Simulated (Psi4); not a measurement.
**triplet H2O: levels of theory compared**

Aim: a comparison of 5 runs (U-wB97M-V/aug-cc-pVTZ, U-wB97X/aug-cc-pVTZ, UBLYP/aug-cc-pVTZ, UCAM-B3LYP/aug-cc-pVTZ, UPBE0/aug-cc-pVTZ) of triplet H2O. 

The results are computed with Psi4 1.11.

1 further run of the same task is left out (it didn't finish).

**1. Starting point**

H2O has 3 atoms, charge 0, and is taken as a triplet. SMILES of the parent species: `O`. Geometry: relaxed at PBE0-D4/def2-TZVP. That shape belongs to the parent species and isn't relaxed for this state.

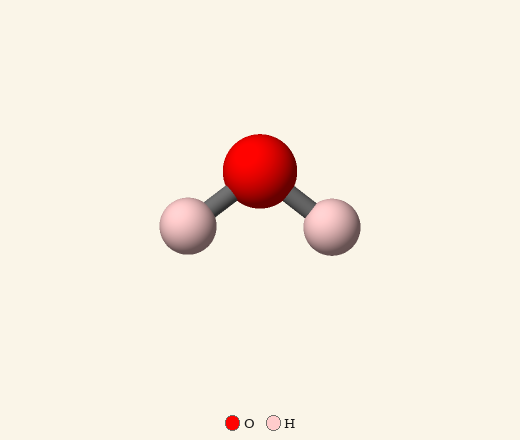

Viewed from a chosen angle; oxygen red, hydrogen pink.

**2. The energy at U-wB97M-V/aug-cc-pVTZ (run 1)**

File run.py:

```python
import psi4

psi4.set_memory(1600000000)
psi4.set_num_threads(1)
psi4.core.set_output_file('run.log', False)

geom = psi4.geometry("""
0 3
O
H 1 0.959561
H 1 0.959519 2 105.05009
symmetry c1
""")

options = {'basis': 'aug-cc-pVTZ', 'reference': 'uks', 'puream': True, 'e_convergence': 1e-09, 'd_convergence': 1e-08, 'scf_type': 'pk', 'dft_radial_points': 99, 'dft_spherical_points': 590, 'maxiter': 100}
psi4.set_options(options)

E = psi4.energy("wb97m-v", molecule=geom)
print(f'wb97m-v energy: {E:.10f} Eh')
```

Run with:

```bash
python run.py
```

run.log:

```text
[...]
  Running in c1 symmetry.
[...]
  Nuclear repulsion =    9.171301060888933
[...]
  Multiplicity = 3
[...]
  Nalpha       = 6
  Nbeta        = 4
[...]
    Number of basis functions: 92
[...]
   @UKS iter   1:   -76.15173461732361   -1.99606e-01   2.10282e-03 DIIS/ADIIS
[...]
   @UKS iter  10:   -76.16883272598913   -8.46967e-12   2.77097e-09 DIIS
[...]
   @S^2 Observed:                2.002050538E+00
[...]
    Orbital Energies [Eh]
    ---------------------
    Alpha Occupied:
       1A    -19.591374     2A     -1.371114     3A     -0.832155
       4A     -0.711493     5A     -0.699710     6A     -0.192967
    Alpha Virtual:
       7A      0.014885     8A      0.054824     9A      0.086661
      10A      0.098597    11A      0.105787    12A      0.155131
      13A      0.181929    14A      0.203677    15A      0.218007
      16A      0.220566    17A      0.310638    18A      0.315580
      19A      0.337870    20A      0.461386    21A      0.506702
      22A      0.551763    23A      0.570678    24A      0.570914
      25A      0.679505    26A      0.681722    27A      0.692782
[...]
  @UKS Final Energy:   -76.16883272598913
   => Energetics <=
    Nuclear Repulsion Energy =              9.1713010608889327
    One-Electron Energy =                -120.8847349690757085
    Two-Electron Energy =                  42.0502247963246631
    DFT Exchange-Correlation Energy =      -6.5478923679123655
    Empirical Dispersion Energy =           0.0000000000000000
    VV10 Nonlocal Energy =                  0.0422687537853430
    Total Energy =                        -76.1688327259891338
[...]
 Multipole Moments:
 ------------------------------------------------------------------------------------
     Multipole            Electronic (a.u.)      Nuclear  (a.u.)        Total (a.u.)
 ------------------------------------------------------------------------------------
 L = 1.  Multiply by 2.5417464519 to convert [e a0] to [Debye]
 Dipole X            :          1.1901718           -0.7711998            0.4189721
 Dipole Y            :          0.9126743           -0.5912620            0.3214123
 Dipole Z            :         -0.0000000            0.0000000           -0.0000000
 Magnitude           :                                                    0.5280563
[...]
```

On the terminal:

```text
wb97m-v energy: -76.1688327260 Eh
```

It took 27 s on 1 thread of Intel Xeon 6975P-C (Granite Rapids), shared host; peak memory 1 GiB.

**3. The energy at U-wB97X/aug-cc-pVTZ (run 2)**

File job.py:

```python
import psi4

psi4.set_memory(1600000000)
psi4.set_num_threads(1)
psi4.set_output_file('h2o.out', False)

molecule = psi4.geometry("""
0 3
O
H 1 0.959561
H 1 0.959519 2 105.05009
symmetry c1
""")

psi4.set_options({
    'basis': 'aug-cc-pVTZ',
    'reference': 'uks',
    'puream': True,
    'e_convergence': 1e-09,
    'd_convergence': 1e-08,
    'scf_type': 'pk',
    'dft_radial_points': 99,
    'dft_spherical_points': 590,
    'maxiter': 100,
})

E, wfn = psi4.energy('WB97X', molecule=molecule, return_wfn=True)
print(f'WB97X energy: {E:.10f} Eh')
for k, v in sorted(psi4.core.scalar_variables().items()):
    print(f'{k:45s} {v:18.10f}')
```

Run with:

```bash
python job.py
```

h2o.out:

```text
[...]
  Running in c1 symmetry.
[...]
  Nuclear repulsion =    9.171301060888933
[...]
  Multiplicity = 3
[...]
  Nalpha       = 6
  Nbeta        = 4
[...]
    Number of basis functions: 92
[...]
   @UKS iter   1:   -76.15116107347637   -1.95367e-01   2.33941e-03 ADIIS/DIIS
[...]
   @UKS iter  11:   -76.16946393505596   -8.52651e-12   2.98232e-09 DIIS
[...]
   @S^2 Observed:                2.002753430E+00
[...]
    Orbital Energies [Eh]
    ---------------------
    Alpha Occupied:
       1A    -19.457708     2A     -1.375343     3A     -0.837273
       4A     -0.714382     5A     -0.711336     6A     -0.188680
    Alpha Virtual:
       7A      0.024392     8A      0.071147     9A      0.099597
      10A      0.115444    11A      0.121622    12A      0.172167
      13A      0.201211    14A      0.223332    15A      0.242879
      16A      0.243295    17A      0.342419    18A      0.342495
      19A      0.362292    20A      0.491363    21A      0.539016
      22A      0.587411    23A      0.600174    24A      0.604667
      25A      0.714748    26A      0.717712    27A      0.726749
[...]
  @UKS Final Energy:   -76.16946393505596
   => Energetics <=
    Nuclear Repulsion Energy =              9.1713010608889327
    One-Electron Energy =                -120.8922056949810298
    Two-Electron Energy =                  42.0008355476664690
    DFT Exchange-Correlation Energy =      -6.4493948486303294
    Empirical Dispersion Energy =           0.0000000000000000
    VV10 Nonlocal Energy =                  0.0000000000000000
    Total Energy =                        -76.1694639350559584
[...]
 Multipole Moments:
 ------------------------------------------------------------------------------------
     Multipole            Electronic (a.u.)      Nuclear  (a.u.)        Total (a.u.)
 ------------------------------------------------------------------------------------
 L = 1.  Multiply by 2.5417464519 to convert [e a0] to [Debye]
 Dipole X            :          1.2330610           -0.7711998            0.4618612
 Dipole Y            :          0.9456053           -0.5912620            0.3543434
 Dipole Z            :         -0.0000000            0.0000000           -0.0000000
 Magnitude           :                                                    0.5821297
[...]
```

The script printed:

```text
WB97X energy: -76.1694639351 Eh
CURRENT ENERGY                                    -76.1694639351
CURRENT REFERENCE ENERGY                          -76.1694639351
DD SOLVATION ENERGY                                 0.0000000000
DFT FUNCTIONAL TOTAL ENERGY                       -76.1694639351
DFT TOTAL ENERGY                                  -76.1694639351
DFT VV10 ENERGY                                     0.0000000000
DFT XC ENERGY                                      -6.4493948486
GRID ELECTRONS ALPHA                                6.0000156039
GRID ELECTRONS BETA                                 4.0000000076
GRID ELECTRONS TOTAL                               10.0000156116
NUCLEAR REPULSION ENERGY                            9.1713010609
ONE-ELECTRON ENERGY                              -120.8922056950
PCM POLARIZATION ENERGY                             0.0000000000
PE ENERGY                                           0.0000000000
SCF ITERATION ENERGY                              -76.1694639351
SCF ITERATIONS                                     11.0000000000
SCF TOTAL ENERGY                                  -76.1694639351
TWO-ELECTRON ENERGY                                42.0008355477
XC GRID RADIAL POINTS                              99.0000000000
XC GRID SPHERICAL POINTS                          590.0000000000
XC GRID TOTAL POINTS                           171378.0000000000
```

It took 11 s on 1 thread of Intel Xeon 6975P-C (Granite Rapids), shared host; peak memory 0.89 GiB.

**4. The energy at UBLYP/aug-cc-pVTZ (run 3)**

File input.dat:

```
memory 1600 MB

molecule geom {
  0 3
  O     -0.57202010     0.37832317    -0.26569549
  H      0.88155724     1.03632581     0.59583065
  H     -0.30953714    -1.41464898    -0.33013515
  units au
  symmetry c1
}

set globals {
  basis                aug-cc-pVTZ
  reference            uks
  puream               true
  e_convergence        1e-09
  d_convergence        1e-08
  scf_type             pk
  dft_radial_points    99
  dft_spherical_points 590
  maxiter              100
}

e, wfn = energy("blyp", return_wfn=True)
oeprop(wfn, "MAYER_INDICES", "DIPOLE", "MULLIKEN_CHARGES")
print_variables()
```

Run with:

```bash
psi4 -n 1 input.dat output.dat
```

output.dat:

```text
[...]
  Running in c1 symmetry.
[...]
  Nuclear repulsion =    9.171300737834468
[...]
  Multiplicity = 3
[...]
  Nalpha       = 6
  Nbeta        = 4
[...]
    Number of basis functions: 92
[...]
   @UKS iter   1:   -76.15045600379385   -3.76738e-02   3.81653e-03 ADIIS/DIIS
[...]
   @UKS iter  10:   -76.18918314719252   -1.22213e-12   2.24259e-09 DIIS
[...]
   @S^2 Observed:                2.001486710E+00
[...]
    Orbital Energies [Eh]
    ---------------------
    Alpha Occupied:
       1A    -19.030980     2A     -1.140655     3A     -0.656557
       4A     -0.530804     5A     -0.528012     6A     -0.106218
    Alpha Virtual:
       7A     -0.041002     8A      0.017003     9A      0.024083
      10A      0.039568    11A      0.040915    12A      0.090150
      13A      0.102676    14A      0.123114    15A      0.149547
      16A      0.150819    17A      0.245593    18A      0.250925
      19A      0.252474    20A      0.380457    21A      0.411736
      22A      0.462902    23A      0.468914    24A      0.479113
      25A      0.577786    26A      0.577788    27A      0.597102
[...]
  @UKS Final Energy:   -76.18918314719252
   => Energetics <=
    Nuclear Repulsion Energy =              9.1713007378344678
    One-Electron Energy =                -120.9288733336978225
    Two-Electron Energy =                  44.7294605626500470
    DFT Exchange-Correlation Energy =      -9.1610711139792169
    Empirical Dispersion Energy =           0.0000000000000000
    VV10 Nonlocal Energy =                  0.0000000000000000
    Total Energy =                        -76.1891831471925229
[...]
 Multipole Moments:
 ------------------------------------------------------------------------------------
     Multipole            Electronic (a.u.)      Nuclear  (a.u.)        Total (a.u.)
 ------------------------------------------------------------------------------------
 L = 1.  Multiply by 2.5417464519 to convert [e a0] to [Debye]
 Dipole X            :         -1.1774910            0.8318109           -0.3456800
 Dipole Y            :          0.7111041           -0.5024246            0.2086795
 Dipole Z            :          0.0000000           -0.0000000            0.0000000
 Magnitude           :                                                    0.4037843
[...]
  Mulliken Charges: (a.u.)
   Center  Symbol    Alpha    Beta     Spin     Total
       1     O     4.54174  3.33002  1.21172  0.12824
       2     H     0.72916  0.33497  0.39419 -0.06413
       3     H     0.72910  0.33501  0.39409 -0.06410
   Total alpha =  6.00000, Total beta =  4.00000, Total charge = -0.00000
  Mayer Bond Indices:
  Total Bond Index:
  Irrep: 1 Size: 3 x 3
[...]
```

Wall time 8.1 s (1 thread of Intel Xeon 6975P-C (Granite Rapids), shared host); peak memory 0.82 GiB.

Run 4 isn't shown in full; the table further down has it.

**5. A single-point energy at UPBE0/aug-cc-pVTZ (run 5)**

File input.json:

```json
{
  "schema_name": "qcschema_input",
  "schema_version": 1,
  "molecule": {
    "schema_name": "qcschema_molecule",
    "schema_version": 2,
    "symbols": ["O", "H", "H"],
    "geometry": [-0.5720201, 0.37832317, -0.26569549, 0.88155724, 1.03632581, 0.59583065, -0.30953714, -1.41464898, -0.33013515],
    "molecular_charge": 0,
    "molecular_multiplicity": 3,
    "fix_symmetry": "c1"
  },
  "driver": "energy",
  "model": {
    "method": "pbe0",
    "basis": "aug-cc-pVTZ"
  },
  "keywords": {
    "reference": "uks",
    "puream": true,
    "e_convergence": 1e-09,
    "d_convergence": 1e-08,
    "scf_type": "pk",
    "dft_radial_points": 99,
    "dft_spherical_points": 590,
    "maxiter": 100,
    "scf_properties": ["WIBERG_LOWDIN_INDICES", "MAYER_INDICES", "MULLIKEN_CHARGES"]
  }
}
```

Run with:

```bash
psi4 --qcschema input.json -n 1 --memory 1600MB
```

stdout:

```text
[...]
  Running in c1 symmetry.
[...]
  Nuclear repulsion =    9.171300737834468
[...]
  Multiplicity = 3
[...]
  Nalpha       = 6
  Nbeta        = 4
[...]
    Number of basis functions: 92
[...]
   @UKS iter   1:   -76.10543433052806   -1.28857e-01   2.53000e-03 DIIS/ADIIS
[...]
   @UKS iter   9:   -76.12267027687697   -3.76588e-12   2.34378e-09 DIIS
[...]
   @S^2 Observed:                2.002252645E+00
[...]
    Orbital Energies [Eh]
    ---------------------
    Alpha Occupied:
       1A    -19.469932     2A     -1.280444     3A     -0.738182
       4A     -0.622633     5A     -0.616092     6A     -0.133936
    Alpha Virtual:
       7A     -0.025426     8A      0.027433     9A      0.038604
      10A      0.054617    11A      0.060550    12A      0.107297
      13A      0.122794    14A      0.144984    15A      0.168665
      16A      0.169820    17A      0.270052    18A      0.270210
      19A      0.284809    20A      0.410199    21A      0.446508
      22A      0.496779    23A      0.505483    24A      0.512707
      25A      0.618121    26A      0.618733    27A      0.639632
[...]
  @UKS Final Energy:   -76.12267027687697
   => Energetics <=
    Nuclear Repulsion Energy =              9.1713007378344678
    One-Electron Energy =                -120.9003638482700040
    Two-Electron Energy =                  42.4981758713598765
    DFT Exchange-Correlation Energy =      -6.8917830378013178
    Empirical Dispersion Energy =           0.0000000000000000
    VV10 Nonlocal Energy =                  0.0000000000000000
    Total Energy =                        -76.1226702768769741
[...]
 Multipole Moments:
 ------------------------------------------------------------------------------------
     Multipole            Electronic (a.u.)      Nuclear  (a.u.)        Total (a.u.)
 ------------------------------------------------------------------------------------
 L = 1.  Multiply by 2.5417464519 to convert [e a0] to [Debye]
 Dipole X            :         -1.2612136            0.8318109           -0.4294026
 Dipole Y            :          0.7616222           -0.5024246            0.2591976
 Dipole Z            :          0.0000000           -0.0000000            0.0000000
 Magnitude           :                                                    0.5015675
[...]
  Mulliken Charges: (a.u.)
   Center  Symbol    Alpha    Beta     Spin     Total
       1     O     4.60167  3.34850  1.25317  0.04983
       2     H     0.69921  0.32573  0.37348 -0.02494
       3     H     0.69912  0.32577  0.37335 -0.02489
   Total alpha =  6.00000, Total beta =  4.00000, Total charge = -0.00000
  Mayer Bond Indices:
  Total Bond Index:
  Irrep: 1 Size: 3 x 3
[...]
```

The result, in JSON:

```text
{
 "driver": "energy",
 "model": {
  "method": "pbe0",
  "basis": "aug-cc-pVTZ"
 },
 "success": true,
 "return_result": -76.12267027687697,
 "properties": {
  "calcinfo_nbasis": 92,
  "calcinfo_nmo": 92,
  "calcinfo_nalpha": 6,
  "calcinfo_nbeta": 4,
  "calcinfo_natom": 3,
  "nuclear_repulsion_energy": 9.171300737834468,
  "return_energy": -76.12267027687697,
  "scf_one_electron_energy": -120.90036384827,
  "scf_two_electron_energy": 42.49817587135988,
  "scf_xc_energy": -6.891783037801318,
  "scf_dipole_moment": [-0.42940260624972815, 0.2591975518558417, 6.189040624044169e-15],
  "scf_total_energy": -76.12267027687697,
  "scf_iterations": 9
 }
}
```

It took 8.1 s on 1 thread of Intel Xeon 6975P-C (Granite Rapids), shared host; peak memory 0.82 GiB.

**6. Overview of the runs**

| run | level | task | energy (Eh) | dipole moment (D) | HOMO energy (eV) | ⟨S²⟩ | wall time |
| --- | --- | --- | --- | --- | --- | --- | --- |
| 1 | U-wB97M-V/aug-cc-pVTZ | energy | -76.168833 | 1.34 | -5.25 | 2.002 | 27 s |
| 2 | U-wB97X/aug-cc-pVTZ | energy | -76.169464 | 1.48 | -5.13 | 2.003 | 11 s |
| 3 | UBLYP/aug-cc-pVTZ | energy | -76.189183 | 1.03 | -2.89 | 2.001 | 8.1 s |
| 4 | UCAM-B3LYP/aug-cc-pVTZ | gradient | -76.175680 | 1.19 | -4.58 | 2.002 | 14 s |
| 5 | UPBE0/aug-cc-pVTZ | energy | -76.122670 | 1.27 | -3.64 | 2.002 | 8.1 s |

**7. Summary of results**

| quantity | value |
| --- | --- |
| run 5: total energy | -76.12267 Eh |
| run 5: dipole moment | 1.27 D |
| run 5: HOMO energy (highest over α and β) | -3.64 eV |
| run 5: ⟨S²⟩ | 2.002 |

What this shows: The dipole moment (its size) runs from 1.03 D (UBLYP/aug-cc-pVTZ) to 1.48 D (U-wB97X/aug-cc-pVTZ). Totals of different functionals can't be ranked against each other. All runs together took 68 s, the longest 27 s.
